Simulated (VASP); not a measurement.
Band structure of Na$_{2}$PdC$_{2}$ (space group P-3m1). Method: PBEsol GGA, VASP's PBE PAW potentials (set 64) (plane waves; VASP).

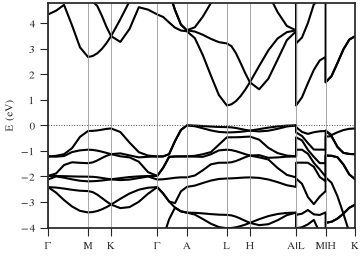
*Bands along high-symmetry lines, zero at the valence-band maximum or, without a gap, the Fermi level*

Read the plot: is there a gap, and where are the band edges?

The gap is indirect, 0.78 eV, from the valence maximum at A to the conduction minimum at L.

The structure comes from a computed database's Na2PdC2 entry (P-3m1); how it stands against other phases isn't given here. The cell was not relaxed at this level.
